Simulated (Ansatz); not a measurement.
**BrF₃Hf···HF: density, localisation and related maps**

```
atom    x (Å)    y (Å)    z (Å)
  Hf  -0.5390   0.0000  -0.4289
   F   0.0433   0.0000   2.6891
   F   1.2523   0.0000   0.1701
   F  -0.6892   1.5097  -1.5487
   F  -0.6892  -1.5097  -1.5487
  Br  -2.7164   0.0000   1.1017
   H  -0.7944   0.0000   3.0665
```

Core potentials replace the inner electrons of Hf; not at a stationary point (largest force 1.3 eV/Å).

Theory: RKS BHLYP-D4/def2-SVP in Ansatz 0.2.0.

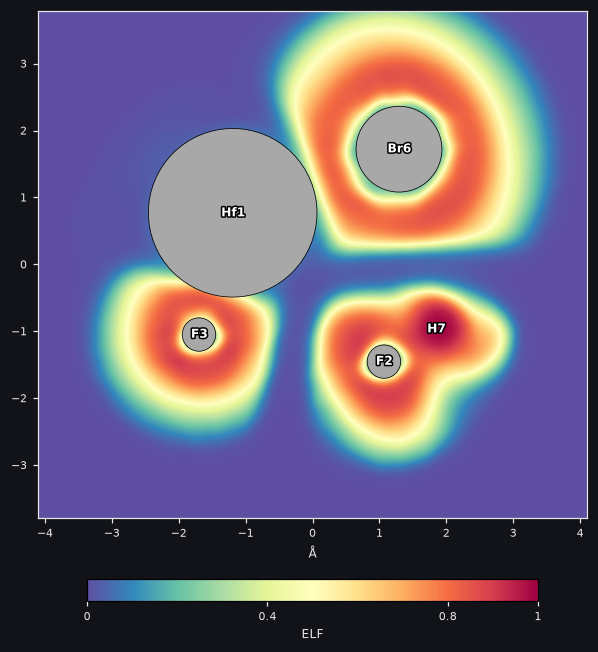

Figure 1. ELF on the plane of atoms F3, Hf1 and Br6. Grey discs cover the atomic cores.

Question: Read the bonding off the picture.

Answer:
- The section cuts through Hf, F, Br and H sites.
- Hf1···F2 (3.17 Å): the ELF dips to about 0 between them.
- Hf–F (1.89 Å): the ELF peaks at about 0.85 in the valence shell of F, 0.5 Å from its nucleus, and drops to about 0.20 between the two atoms.
- Hf–Br (2.66 Å): the ELF peaks at about 0.80 in the valence shell of Br, 1.0 Å from its nucleus, and is about 0.50 at the midpoint.
- F–H (0.92 Å): the ELF climbs to about 1 towards the hydrogen, as it does in any bond to H (an ordinary covalent bond to hydrogen).
- The ELF also peaks beside F2, away from the bonds: lone-pair regions.

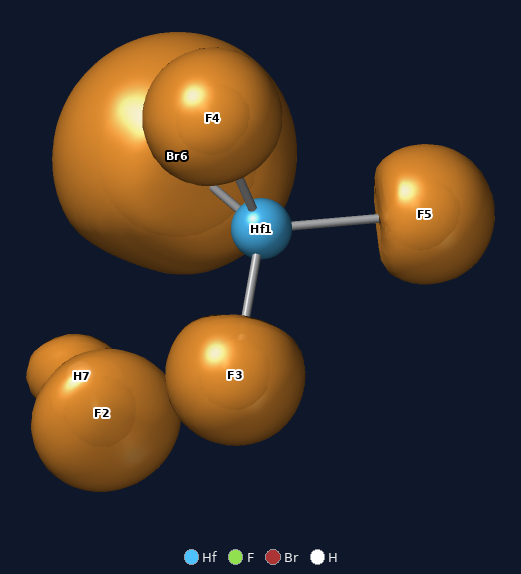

Figure 2. Isosurface of the ELF at 0.75 (orange), seen at an oblique angle. Only the valence region is drawn (cores and ρ < 0.01 e/Å³ removed).

Question: Describe the localisation domains.

Answer: At this value the surface marks out one region wrapped around Br (its valence shell), three regions wrapped around F (the valence shell of each) and one joined region spread over several atoms (F, H), in which their bonds and any lone pairs are merged.

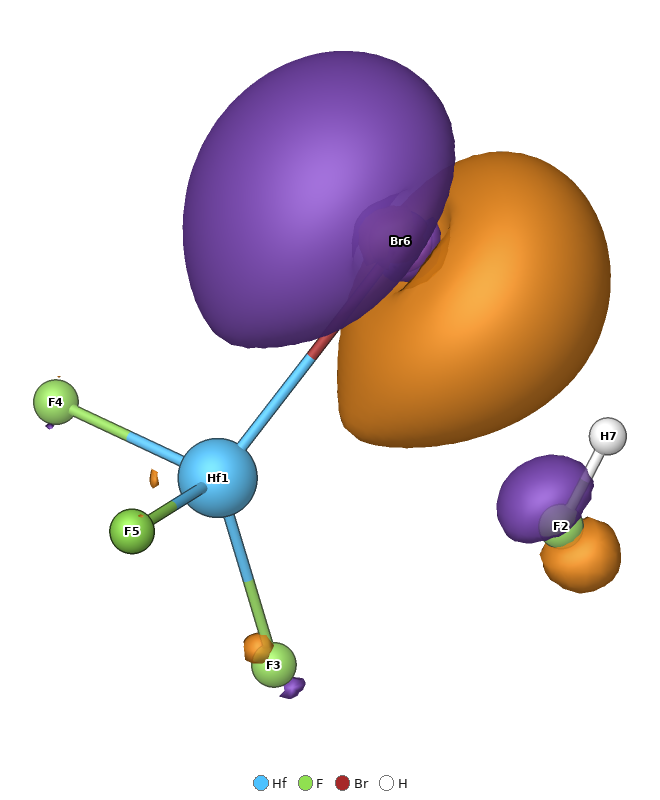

Figure 3. The HOMO−1 at ±0.1 Å⁻³ᐟ² (orange and purple are the two phases), seen at a tilt.

Question: Describe this orbital and give its energy.

Answer: Its weight (Hirshfeld) is mainly on Br6 (about 90 %); largely a lone pair of Br6. Its energy is −10.06 eV.

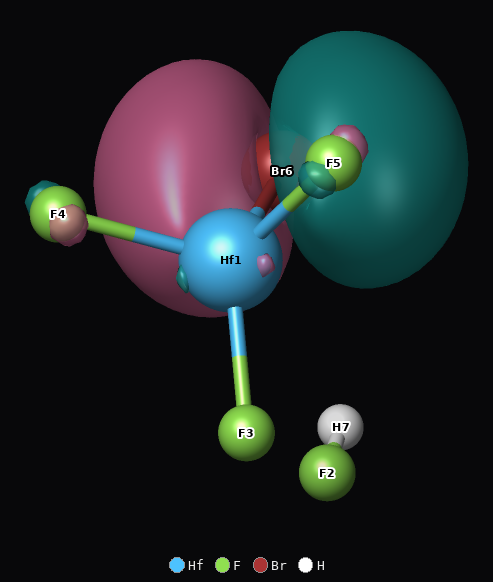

Figure 4. The HOMO at ±0.1 Å⁻³ᐟ² (teal and pink are the two phases), seen at an oblique angle.

Question: Describe this orbital and give its energy.

Answer: Its weight (Hirshfeld) is mainly on Br6 (about 90 %); largely a lone pair of Br6. Its energy is −10.01 eV.
